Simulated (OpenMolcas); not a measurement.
**VCl3O (vanadium oxytrichloride) at HF/3-21G**

Aim: an optimisation with harmonic vibrations of VCl3O (vanadium oxytrichloride). 

The results are computed with OpenMolcas 26.06.

1 further run of the same task is left out (set aside as unsound or not needed).

## (1) Starting point

The species is VCl3O (5 atoms), meant as a singlet with charge 0. As SMILES, `[O]=[V]([Cl])([Cl])[Cl]`. The shape is that of a PBE0-D4/def2-TZVP optimisation. The run starts from this shape.

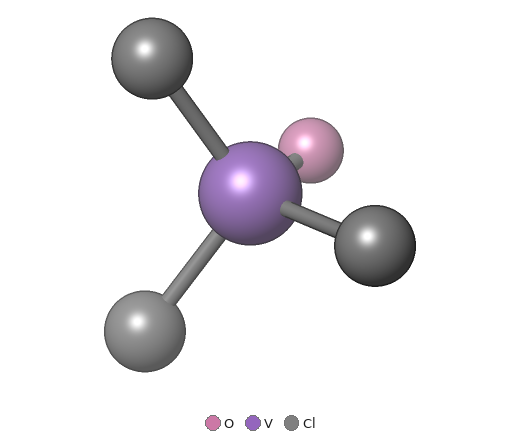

Viewed from a chosen angle; oxygen pink, vanadium purple, chlorine grey.

## (2) An optimisation with harmonic vibrations at HF/3-21G

calc.inp

```
&GATEWAY
  BASLIB=$CurrDir
  COORD
  5
  angstrom
  O        0.181800      -1.400850       0.816180
  V        0.010330      -0.079640       0.046420
  Cl      -1.215930       1.214750       1.207020
  Cl      -0.911920      -0.510400      -1.821740
  Cl       1.935710       0.776150      -0.247870
  BASIS=3-21G
  GROUP=NoSym
>>> EXPORT MOLCAS_MAXITER=50
>>> Do While

&SEWARD

&SCF
  PRORBITALS=0

&SLAPAF
>>> EndDo
>>> COPY $Project.Opt.xyz $CurrDir/final.xyz
>>> COPY $Project.slapaf.h5 $CurrDir/final.slapaf.h5

&MCKINLEY

&MCLR
  THERMOCHEMISTRY
  3
  1.0
  298.15
  End of PT
```

The basis set 3-21G is read from a file made from the Basis Set Exchange's data (not shown).

The run is started by

```bash
$ export MOLCAS_MEM=1860
$ pymolcas calc.inp > calc.log
```

The log of the run:

```text
--- Start Module: gateway ---

                                              &GATEWAY

                       available to each process: 1.9 GB of memory, 1 thread

 Basis Set     1 Label: O.3-21G
 Basis set is read from library:.
 basistype.tbl is not found

 Basis Set     2 Label: V.3-21G
 Basis set is read from library:.
 basistype.tbl is not found

 Basis Set     3 Label: CL.3-21G
 Basis set is read from library:.
 basistype.tbl is not found

++    Symmetry information:
      ---------------------

                    Character Table for C1

                             E
                    a        1  x, y, xy, Rz, z, xz, Ry, yz, Rx, I
--

++    Basis set information:
      ----------------------

      Basis set label: O.3-21G.........

      Electronic valence basis set:
      ------------------
      Associated Effective Charge   8.000000 au
      Associated Actual Charge      8.000000 au
      Nuclear Model: Point charge

      Shell  nPrim  nBasis  Cartesian Spherical Contaminant
         s       6       3        X
         p       3       2        X

      Basis set label: V.3-21G.........

      Electronic valence basis set:
      ------------------
      Associated Effective Charge  23.000000 au
      Associated Actual Charge     23.000000 au
      Nuclear Model: Point charge

      Shell  nPrim  nBasis  Cartesian Spherical Contaminant
         s      12       5        X
         p       9       4        X
         d       3       2                 X

      Basis set label: CL.3-21G.........

      Electronic valence basis set:
      ------------------
      Associated Effective Charge  17.000000 au
      Associated Actual Charge     17.000000 au
      Nuclear Model: Point charge

      Shell  nPrim  nBasis  Cartesian Spherical Contaminant
         s       9       4        X
         p       6       3        X
--

++    Molecular structure info:
      -------------------------

                    ************************************************
                    **** Cartesian Coordinates / bohr, angstrom ****
                    ************************************************

     Center  Label                x              y              z                     x              y              z
        1      O1               0.343552      -2.647223       1.542357              0.181800      -1.400850       0.816180
        2      V2               0.019521      -0.150498       0.087721              0.010330      -0.079640       0.046420
        3      CL3             -2.297775       2.295545       2.280937             -1.215930       1.214750       1.207020
        4      CL4             -1.723279      -0.964516      -3.442590             -0.911920      -0.510400      -1.821740
        5      CL5              3.657962       1.466711      -0.468406              1.935710       0.776150      -0.247870

                    ***************************************
                    *    InterNuclear Distances / bohr    *
                    ***************************************

               1 O1            2 V2            3 CL3           4 CL4           5 CL5
    1 O1       0.000000
    2 V2       2.907679        0.000000
    3 CL3      5.652704        4.020346        0.000000
    4 CL4      5.652697        4.020332        6.611868        0.000000
    5 CL5      5.652692        4.020310        6.611857        6.611685        0.000000

                    *******************************************
                    *    InterNuclear Distances / angstrom    *
                    *******************************************

               1 O1            2 V2            3 CL3           4 CL4           5 CL5
    1 O1       0.000000
    2 V2       1.538677        0.000000
    3 CL3      2.991282        2.127475        0.000000
    4 CL4      2.991278        2.127468        3.498850        0.000000
    5 CL5      2.991276        2.127457        3.498844        3.498753        0.000000
--

            Nuclear Potential Energy            558.35489872 au

--- Stop Module: gateway /rc=_RC_ALL_IS_WELL_ ---

>>> EXPORT MOLCAS_MAXITER = 50

--- Start Module: seward ---

                                              &SEWARD

                       available to each process: 1.9 GB of memory, 1 thread

               SEWARD will generate:
                  Multipole Moment integrals up to order  2
                  Kinetic Energy integrals
                  Nuclear Attraction integrals (point charge)
                  One-Electron Hamiltonian integrals
                  Velocity integrals
                  Orbital angular momentum around ( -0.0361   0.2783  -0.1621 )
                  Velocity quadrupole around ( -0.0361   0.2783  -0.1621 )
                  Two-Electron Repulsion integrals

                   Integrals are discarded if absolute value <: 1.00E-14
                   Integral cutoff threshold is set to       <: 1.00E-16

            Nuclear Potential Energy            558.35489872 au

      Basis set specifications :
      Symmetry species         a
      Basis functions           75

--- Stop Module: seward /rc=_RC_ALL_IS_WELL_ ---
--- Module seward spent 1 second ---

--- Start Module: scf ---

                                                &SCF

                       available to each process: 1.9 GB of memory, 1 thread

++    Input section:
      --------------

      Header of the integral files:

[... 10 lines left out ...]
      Nuclear repulsion energy =  558.35489872
[... 41 lines left out ...]
                                   SCF        iterations: Energy and convergence statistics
[... 27 lines left out ...]
 *                                             SCF/KS-DFT Program, Final results                                             *
[... 37 lines left out ...]
      Dipole Moment (debye):
[... 87 lines left out ...]
 Convergence criterion on gradient/para.<=: 3.0E-04
[... 1 line left out ...]
 Convergence criterion on energy change <=: 0.0E+00
[... 34 lines left out ...]
Iter      Energy       Change     Norm      Max    Element    Max     Element     Final Energy Update Update   Index
[... 11 lines left out ...]
 Convergence not reached yet!
[... 83 lines left out ...]
       +  Value      Threshold Converged? +  Value      Threshold Converged? +
[... 63 lines left out ...]
Iter      Energy       Change     Norm      Max    Element    Max     Element     Final Energy Update Update   Index
[... 13 lines left out ...]
 Convergence not reached yet!
[... 64 lines left out ...]
       +  Value      Threshold Converged? +  Value      Threshold Converged? +
[... 63 lines left out ...]
Iter      Energy       Change     Norm      Max    Element    Max     Element     Final Energy Update Update   Index
[... 15 lines left out ...]
 Convergence not reached yet!
[... 66 lines left out ...]
       +  Value      Threshold Converged? +  Value      Threshold Converged? +
[... 63 lines left out ...]
Iter      Energy       Change     Norm      Max    Element    Max     Element     Final Energy Update Update   Index
[... 17 lines left out ...]
 Convergence not reached yet!
[... 65 lines left out ...]
       +  Value      Threshold Converged? +  Value      Threshold Converged? +
[... 63 lines left out ...]
Iter      Energy       Change     Norm      Max    Element    Max     Element     Final Energy Update Update   Index
[... 15 lines left out ...]
 Geometry is converged in   9 iterations to a Minimum Structure
[... 10 lines left out ...]
  NOTE: on convergence the final predicted structure will be printed here.
[... 13 lines left out ...]
 * Nuclear coordinates of the final structure / angstrom *
[... 114 lines left out ...]
++ Convergence information
[... 11 lines left out ...]
       Convergence after   3 Iterations
[... 4 lines left out ...]
 *                                                       Final Results                                                       *
[... 53 lines left out ...]
>>> COPY calc.Opt.xyz final.xyz
[... 32 lines left out ...]
     SCF energy =                 -2384.6599600877
[... 48 lines left out ...]
      Perturbation no:    1 converged in   12 steps.
[... 17 lines left out ...]
      Perturbation no:    3 converged in   12 steps.
[... 17 lines left out ...]
      Perturbation no:    5 converged in   13 steps.
[... 17 lines left out ...]
      Perturbation no:    7 converged in   10 steps.
[... 17 lines left out ...]
      Perturbation no:    9 converged in   10 steps.
[... 17 lines left out ...]
      Perturbation no:   11 converged in   10 steps.
[... 17 lines left out ...]
      Perturbation no:   13 converged in   11 steps.
[... 17 lines left out ...]
      Perturbation no:   15 converged in    9 steps.
[... 17 lines left out ...]
      Perturbation no:   17 converged in   13 steps.
[... 200 lines left out ...]
 Thermal contributions to INTERNAL ENERGY:
[... 55 lines left out ...]
 Thermal contributions to INTERNAL ENERGY:
[... 55 lines left out ...]
 Thermal contributions to INTERNAL ENERGY:
[... 55 lines left out ...]
 Thermal contributions to INTERNAL ENERGY:
[... 242 lines left out ...]
     Convergence threshold=               1.0000E-04
[... 54 lines left out ...]
      Perturbation no:    2 converged in   12 steps.
[... 17 lines left out ...]
      Perturbation no:    4 converged in   12 steps.
[... 17 lines left out ...]
      Perturbation no:    6 converged in   13 steps.
[... 17 lines left out ...]
      Perturbation no:    8 converged in   10 steps.
[... 17 lines left out ...]
      Perturbation no:   10 converged in   10 steps.
[... 17 lines left out ...]
      Perturbation no:   12 converged in   12 steps.
[... 17 lines left out ...]
      Perturbation no:   14 converged in   10 steps.
[... 17 lines left out ...]
      Perturbation no:   16 converged in   13 steps.
[... 17 lines left out ...]
      Perturbation no:   18 converged in   13 steps.
[... 180 lines left out ...]
 *****************************************************
 Temperature =   298.15 kelvin, Pressure =   1.00 atm
 -----------------------------------------------------
 Molecular Partition Function and Molar Entropy:
                        q/V (M**-3)    S(kcal/mol*K)
 Electronic            1.000000E+00        0.000
 Translational         6.892226E+28       41.332
 Rotational            1.567827E+05       26.753
 Vibrational           2.513068E-03       13.639
 TOTAL                 2.715575E+31       81.724

 Thermal contributions to INTERNAL ENERGY:
 Electronic           0.000 kcal/mol      0.000000 au.
 Translational        0.889 kcal/mol      0.001416 au.
 Rotational           0.889 kcal/mol      0.001416 au.
 Vibrational          7.613 kcal/mol      0.012132 au.
 TOTAL                9.391 kcal/mol      0.014965 au.

 Thermal contributions to
 ENTHALPY             9.983 kcal/mol      0.015909 au.
 GIBBS FREE ENERGY  -14.383 kcal/mol     -0.022920 au.

 Sum of energy and thermal contributions
 INTERNAL ENERGY                      -2384.644995 au.
 ENTHALPY                             -2384.644051 au.
 GIBBS FREE ENERGY                    -2384.682881 au.
 -----------------------------------------------------
--

 ************************************
 *       Polarizabilities           *
 ************************************

       62.9166035005643209
        1.9966260042542698     47.7905144006478935
       -1.1637584076157630      8.9637557970538442     57.9536685501239930

++    Isotopic shifts:
      ----------------

 ****************************************
 * Isotope shifted frequencies in cm-1  *
 ****************************************

  Single substitutions:
  -----------------------

 Masses:
 =======
  18  51  35  35  35

 Frequencies:
 ============
                         1         2         3         4         5         6

            Freq.      i1.02     i0.96     i0.88      0.04      0.07      0.16

                         7         8         9        10        11        12

            Freq.     132.80    132.80    172.31    267.02    267.02    401.84

                        13        14        15

            Freq.     488.74    488.74   1298.72

 Masses:
 =======
  17  51  35  35  35

 Frequencies:
 ============
                         1         2         3         4         5         6

            Freq.      i1.02     i0.97     i0.88      0.04      0.07      0.16

                         7         8         9        10        11        12

            Freq.     132.87    132.87    172.91    272.21    272.21    402.39

                        13        14        15

            Freq.     489.08    489.09   1326.09

 Masses:
 =======
  16  50  35  35  35

 Frequencies:
 ============
                         1         2         3         4         5         6

            Freq.      i1.03     i0.97     i0.88      0.04      0.07      0.16

                         7         8         9        10        11        12

            Freq.     133.07    133.07    174.07    278.00    278.00    403.48

                        13        14        15

            Freq.     492.26    492.27   1359.79

 Masses:
 =======
  16  51  37  35  35

 Frequencies:
 ============
                         1         2         3         4         5         6

            Freq.      i1.01     i0.97     i0.87      0.04      0.07      0.16

                         7         8         9        10        11        12

            Freq.     131.34    132.39    172.64    276.44    277.93    399.85

                        13        14        15

            Freq.     486.07    489.47   1356.38

 Masses:
 =======
  16  51  35  37  35

 Frequencies:
 ============
                         1         2         3         4         5         6

            Freq.      i1.02     i0.97     i0.87      0.04      0.07      0.16

                         7         8         9        10        11        12

            Freq.     131.35    132.39    172.64    276.44    277.94    399.85

                        13        14        15

            Freq.     486.07    489.47   1356.38

 Masses:
 =======
  16  51  35  35  37

 Frequencies:
 ============
                         1         2         3         4         5         6

            Freq.      i1.02     i0.96     i0.87      0.04      0.07      0.16

                         7         8         9        10        11        12

            Freq.     131.35    132.39    172.64    276.44    277.93    399.85

                        13        14        15

            Freq.     486.07    489.47   1356.38

  Full substitutions:
  -----------------------

 Masses:
 =======
  18  51  35  35  35

 Frequencies:
 ============
                         1         2         3         4         5         6

            Freq.      i1.02     i0.96     i0.88      0.04      0.07      0.16

                         7         8         9        10        11        12

            Freq.     132.80    132.80    172.31    267.02    267.02    401.84

                        13        14        15

            Freq.     488.74    488.74   1298.72

 Masses:
 =======
  17  51  35  35  35

 Frequencies:
 ============
                         1         2         3         4         5         6

            Freq.      i1.02     i0.97     i0.88      0.04      0.07      0.16

                         7         8         9        10        11        12

            Freq.     132.87    132.87    172.91    272.21    272.21    402.39

                        13        14        15

            Freq.     489.08    489.09   1326.09

 Masses:
 =======
  16  51  37  37  37

 Frequencies:
 ============
                         1         2         3         4         5         6

            Freq.      i1.00     i0.95     i0.85      0.04      0.07      0.16

                         7         8         9        10        11        12

            Freq.     129.71    129.71    170.82    275.73    275.73    393.92

                        13        14        15

            Freq.     484.18    484.18   1356.37

 Masses:
 =======
  16  50  35  35  35

 Frequencies:
 ============
                         1         2         3         4         5         6

            Freq.      i1.03     i0.97     i0.88      0.04      0.07      0.16

                         7         8         9        10        11        12

            Freq.     133.07    133.07    174.07    278.00    278.00    403.48

                        13        14        15

            Freq.     492.26    492.27   1359.79

--

      The response parameters are written to the file RESP.
--- Stop Module: mclr /rc=_RC_ALL_IS_WELL_ ---
--- Module mclr spent 10 seconds ---

.##################.
.# Happy landing! #.
.##################.

    Timing: Wall=78.06 User=61.23 System=16.71
```

Run time: 79 s. Hardware: 1 thread of Intel Xeon Platinum 8375C at 2.90GHz (Ice Lake), shared host; peak memory 0.44 GiB.

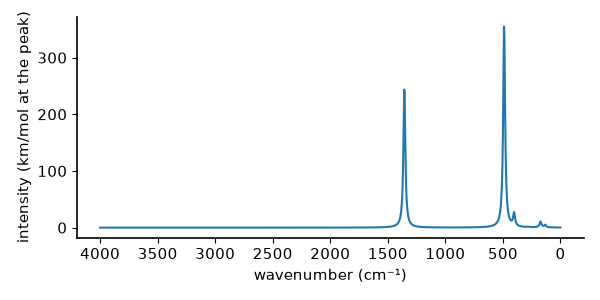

Harmonic infrared spectrum, unscaled, lines broadened by 10 cm⁻¹.

## (3) What came out

Level: HF/3-21G.

```
                                                           quantity             value
                                                       total energy    -2384.65996 Eh
                                                      dipole moment            0.95 D
                                                        HOMO energy         -13.30 eV
                                                        LUMO energy          -2.01 eV
                                                      HOMO–LUMO gap          11.29 eV
                                         lowest harmonic wavenumber          133 cm⁻¹
                                        highest harmonic wavenumber         1356 cm⁻¹
                                                  zero-point energy       22.3 kJ/mol
ideal-gas entropy at 298.15 K and 1 atm (symmetry number 3 as used)  81.7 cal/(mol K)
```

In words: At the final geometry: Bond lengths: O1–V2 1.505 Å, V2–Cl3 2.162 Å, V2–Cl4 2.162 Å, V2–Cl5 2.162 Å. Angles: O1–V2–Cl3 108.2°, O1–V2–Cl4 108.2°, O1–V2–Cl5 108.2°, Cl3–V2–Cl4 110.8°, Cl3–V2–Cl5 110.8°, Cl4–V2–Cl5 110.7°. All 9 modes are real, so the shape is a minimum at this level. Mulliken charges run from -0.36 on Cl3 to +1.37 on V2; they depend strongly on the basis.
